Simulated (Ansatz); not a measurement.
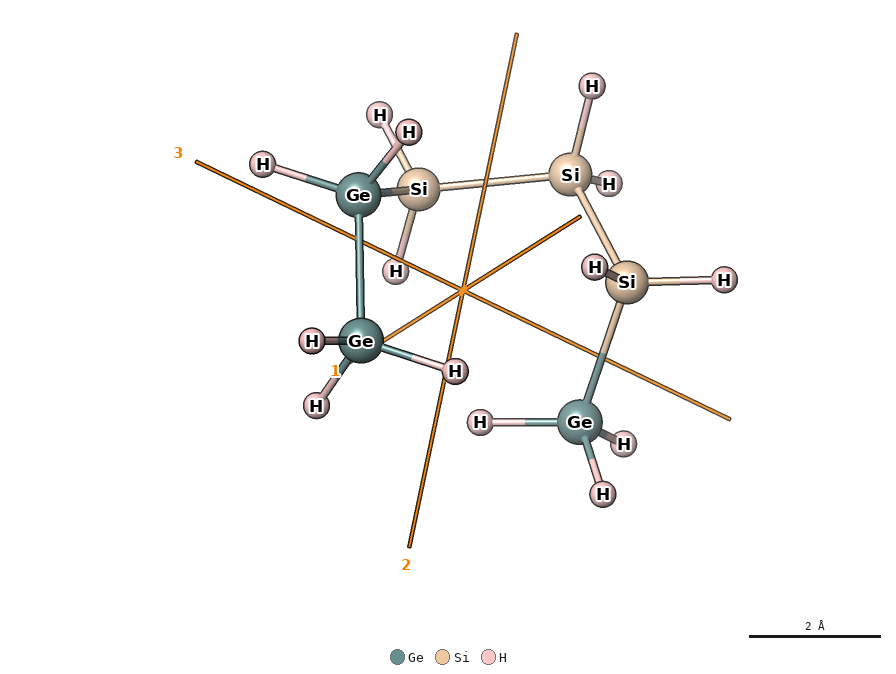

The three principal axes of inertia are drawn and numbered. Depth is shown by fading: the farther an atom, the more it takes the colour of the background. The geometry was computed by an optimisation with PBE0-D4/def2-TZVP. No frequency run is at hand to confirm it as a minimum. Masses are those of the most abundant isotopes; constants are for the rigid equilibrium geometry.

### Which line is the a axis (least moment of inertia), which b and which c?

a is line 3, b is line 2, c is line 1; the moments are 802, 1404, 1957 u Å².

### Classify the rotor and give the rotational constants (MHz).

An asymmetric top (C1): A = 630, B = 360, C = 258 MHz. Ray's parameter κ is −0.45, nearer the prolate limit.
